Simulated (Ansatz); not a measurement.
# HfAl3N: one candidate of a structure search, part 2 of 2

Where does this trial cell of HfAl3N go when cell and atoms are let free?

Ansatz 0.2.0; DFT PBE, scalar-relativistic, plane waves, PAW.

**4. Full relaxation**

The end of the coarse run is made exact in the group found at a tolerance of 0.06 Å and reduced to its primitive cell.

The input, input.yaml:

```yaml
crystal:
  lattice:
    - [4.1780834095, 0.0, 0.0]
    - [0.0, 4.1780834095, 0.0]
    - [0.0, 0.0, 4.1780834095]
  atoms:
    - { symbol: Hf, position: [0.0, 0.0, 0.0] }
    - { symbol: Al, position: [0.0, 0.5, 0.5] }
    - { symbol: Al, position: [0.5, 0.0, 0.5] }
    - { symbol: Al, position: [0.5, 0.5, 0.0] }
    - { symbol: "N", position: [0.5, 0.5, 0.5] }
basis:
  ecutwfc: 420
kpoints:
  mp_grid: { grid: [10, 10, 10] }
hamiltonian:
  xc: pbe
scf:
  occupations: { method: gaussian, width: 0.1 }
output:
  forces: true
  stress: true
  eigenvalues: true
  write_density: true
  write_potential: true
  elf: true
  volumetric_format: npy
relax:
  adjacent_minimum: "off"
  f_tol: 0.01
  max_steps: 80
  cell: { stress_tol: 0.05 }
```

Command:

```console
ansatz run input.yaml --threads 1 --pin off --max-ram 2560MiB --backend cpu --events-out ev --progress --plain --runs-dir out
```

The log of the run, cut to the lines that bear on the results:

```text
Warning: RAYON_NUM_THREADS=1 ignored (pool sized by the plan → 1); use --threads N
[...]
Pseudopotentials: kind: paw
Pseudopotential: Hf, paw, valence charge 26, recommended cutoff 420 eV (normal), Hf.paw.azcp
Pseudopotential: Al, paw, valence charge 3, recommended cutoff 420 eV (normal), Al.paw.azcp
Pseudopotential: N, paw, valence charge 5, recommended cutoff 420 eV (normal), N.paw.azcp
Functional definition: PBE
[...]
Crystal: 5 atoms, lattice volume = 72.934 Å³
Basis set: ecut = 420 eV, 1365 PW (Γ), exchange–correlation on 60×60×60 points (8 copies of the dense FFT grid, shifted against one another)
Bands: 25, of which v1, the nominal top of the filled ones, is band 20 counted from 1 (19 counted from 0)
Symmetry: 48 space group operations
Space group: Pm-3m (ITA 221), of the structure as read, at distance tolerance 4.2e-5 Å
k-points: 56 of 1000
[...]
--- Stress (GPa, compression-positive) ---
        0.011504      -0.000000      -0.000000
       -0.000000       0.011504      -0.000000
       -0.000000      -0.000000       0.011504
  P = ⅓ Tr σ = 0.0115 GPa (0.115 kbar)
--- Band table (eV; the first three rows and the last of 56) ---
[... band rows left out ...]
[...]
--- Relaxed structure (3 steps of the walk, 3 accepted, 1 SCFs on fresh bases) ---
  F+E_penalty+E_count = -17717.67148367 eV   max|allowed force component| = 1.830e-30 eV/Å   (the final SCF, on the basis selected at the relaxed cell)
  cell:  # Å, volume = 73.4298 Å³
    - [4.187524401472962, -3.209883240645393e-35, -6.419766481290786e-35]
    - [-3.209883240645393e-35, 4.187524401472962, 0.0]
    - [-6.419766481290786e-35, 0.0, 4.187524401472962]
  atoms:
    - { symbol: Hf, position: [-7.682669124714777e-37, -1.6805838708198678e-37, 1.8006255759352218e-38] }
    - { symbol: Al, position: [-2.881000921268827e-37, 0.5, 0.5] }
    - { symbol: Al, position: [0.5, -7.802710828675433e-38, 0.5] }
    - { symbol: Al, position: [0.5, 0.5, -1.6205630182761852e-37] }
    - { symbol: N, position: [0.5, 0.5, 0.5] }
```

It took 29 s on 1 thread of Intel Xeon at 2.70GHz, shared host; peak memory 0.44 GiB.

The steps of the relaxation:

```csv
step,energy from step 1 (eV/cell),largest force component (eV/Å),pressure (GPa),volume (Å³)
1,0.0000,0.0000,0.80,72.93
2,-0.0008,0.0000,0.09,73.38
3,-0.0007,0.0000,0.00,73.43
4,-0.0012,0.0000,0.01,73.43
```

Step 1 is the start. Step 4 repeats the geometry before it on a plane-wave basis chosen anew for that cell, so its energy need not be comparable with the rows above.

|  | before | after | change |
| --- | --- | --- | --- |
| a (Å) | 4.178 | 4.188 | +0.2 % |
| b (Å) | 4.178 | 4.188 | +0.2 % |
| c (Å) | 4.178 | 4.188 | +0.2 % |
| volume (Å³/atom) | 14.59 | 14.69 | +0.7 % |
| shortest distance (Å) | 2.089 | 2.094 | +0.2 % |
| space group (0.01 Å) | Pm-3m | Pm-3m | same |

Forces and stress were held to the start's 48 operations: a distortion of lower symmetry was not tested.

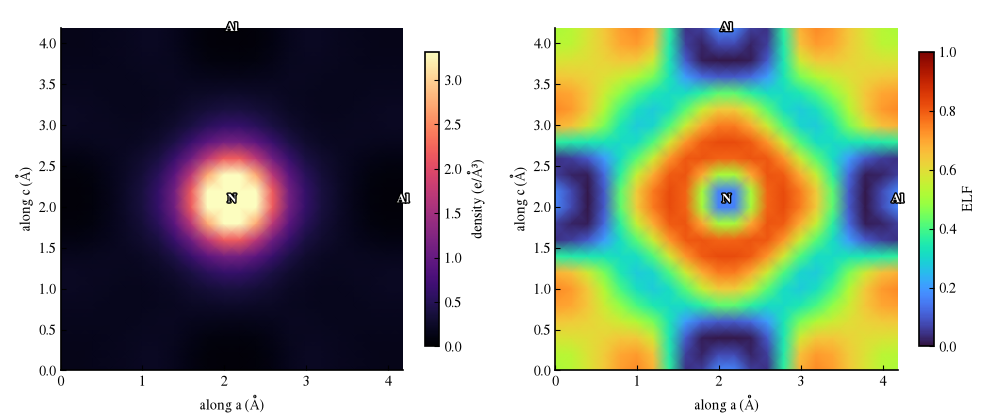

Density (left) and ELF (right) in a lattice plane of the grid's cell (edges 4.19 and 4.19 Å, at 0.500 of the third edge), which holds Al and N. Only atoms in the plane are labelled. Both are smooth fields of the valence electrons: close to the nuclei they are not physical.

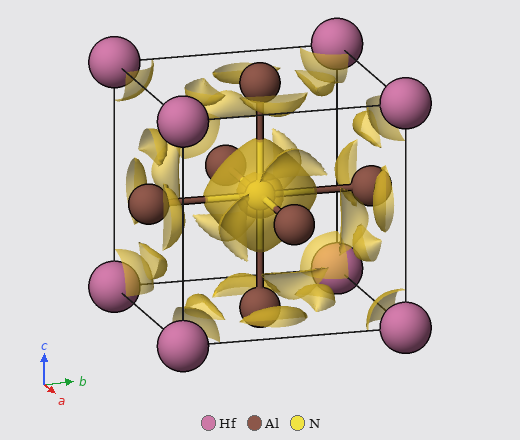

Surface of ELF = 0.68, drawn in one cell.

Outside the cores ELF peaks at 0.82 in the shell around N, 0.7 Å from N; 0.74 beside Al, off the lines to its neighbours, 1.1 Å from Al.

**5. Summary of results**

This closing draws on all 2 parts. Changes of volume or cell count from the first structure of part 1.

| quantity | value |
| --- | --- |
| symmetry at the end (tolerance 0.05 Å) | space group Pm-3m (No. 221) |
| conventional cell | a = 4.188 Å, b = 4.188 Å, c = 4.188 Å, α = 90.00°, β = 90.00°, γ = 90.00° |
| volume | 14.69 Å³/atom |
| energy over the elements (uncorrected; H, N, O, F and Cl as molecules) | +0.05 eV/atom |
| gap on the mesh | none (metal) |

The space group Pm-3m (No. 221) is kept, and the volume per atom grows by 7.1 % from the first guess. The formation energy of this structure is too near zero to say whether it is bound against the elements. No finished test with a distortion of lower symmetry is shown, so the end may be a saddle point. The runs treat Hf without spin-orbit coupling.
